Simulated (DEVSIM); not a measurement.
Structure: Schottky contact on n-type Si, at 250 K.

```csv
layer (left to right),material,thickness (μm),Nd (cm⁻³),τn (s),τp (s)
1,Si,12.0,4.8e18,8.2e-6,8.2e-6
2,Si,1.90,2.3e18,8.2e-6,8.2e-6
```

Left contact: Schottky, work function 4.9 eV, emission velocity 1.9e6 cm/s. Right contact: ohmic. Voltage is applied to the left contact. Recombination: SRH at mid-gap, radiative. Mobility is μmin + (μ − μmin)/(1 + (N/Nref)^α).

Constants are typed, rounded textbook-type inputs, not results; the design itself was drawn at random and stands for no fabricated device. Values at 300 K; Nc and Nv go as T^1.5, mobilities as T to minus their exponent, the gap by Varshni's rule with the affinity fixed.

```tsv
parameter	Si
gap (eV)	1.124
affinity (eV)	4.05
permittivity	11.7
Nc (cm⁻³)	2.86e19
Nv (cm⁻³)	3.1e19
μn (cm²/Vs)	1417
μp (cm²/Vs)	470
μn,min	52
μp,min	45
Nref,n	9.7e16
Nref,p	2.2e17
αn	0.68
αp	0.72
T exponent of μn	2.3
T exponent of μp	2.2
B (cm³/s)	4.7e-15
Varshni α (eV/K)	0.000473
Varshni β (K)	636
```

Model (solved in DEVSIM): 1D drift-diffusion, Boltzmann statistics, complete ionisation; no tunnelling, impact ionisation, image-force lowering or self-heating. Metal contacts follow the ideal Schottky-Mott rule: no Fermi-level pinning, no interface dipoles.

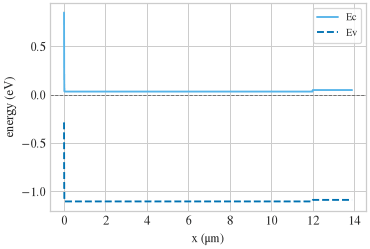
Band edges at zero bias

Energies count from the Fermi level of the right contact; mesh points crowd at the junctions.

| x (μm) | Ec (eV) | Ev (eV) | n (cm⁻³) | p (cm⁻³) | field (V/cm) |
|---|---|---|---|---|---|
| 0.000 | 0.850 | -0.286 | 160 | 4.0e13 | -1100000 |
| 0.03024 | 0.033 | -1.104 | 4.8e18 | < 1e2 | -15 |
| 0.09844 | 0.033 | -1.104 | 4.8e18 | < 1e2 | ≈ 0 |
| 0.2522 | 0.033 | -1.104 | 4.8e18 | < 1e2 | ≈ 0 |
| 0.7711 | 0.033 | -1.104 | 4.8e18 | < 1e2 | ≈ 0 |
| 1.769 | 0.033 | -1.104 | 4.8e18 | < 1e2 | ≈ 0 |
| 4.019 | 0.033 | -1.104 | 4.8e18 | < 1e2 | ≈ 0 |
| 9.006 | 0.033 | -1.104 | 4.8e18 | < 1e2 | ≈ 0 |
| 10.69 | 0.033 | -1.104 | 4.8e18 | < 1e2 | ≈ 0 |
| 11.41 | 0.033 | -1.104 | 4.8e18 | < 1e2 | ≈ 0 |
| 11.75 | 0.033 | -1.104 | 4.8e18 | < 1e2 | ≈ 0 |
| 11.93 | 0.033 | -1.104 | 4.8e18 | < 1e2 | ≈ 0 |
| 11.98 | 0.033 | -1.104 | 4.8e18 | < 1e2 | ≈ 0 |
| 12.01 | 0.048 | -1.088 | 2.3e18 | < 1e2 | 1200 |
| 12.07 | 0.048 | -1.088 | 2.3e18 | < 1e2 | ≈ 0 |
| 12.18 | 0.048 | -1.088 | 2.3e18 | < 1e2 | ≈ 0 |
| 12.43 | 0.048 | -1.088 | 2.3e18 | < 1e2 | ≈ 0 |
| 12.95 | 0.048 | -1.088 | 2.3e18 | < 1e2 | ≈ 0 |
| 13.59 | 0.048 | -1.088 | 2.3e18 | < 1e2 | ≈ 0 |
| 13.77 | 0.048 | -1.088 | 2.3e18 | < 1e2 | ≈ 0 |
| 13.85 | 0.048 | -1.088 | 2.3e18 | < 1e2 | ≈ 0 |
| 13.90 | 0.048 | -1.088 | 2.3e18 | < 1e2 | ≈ 0 |
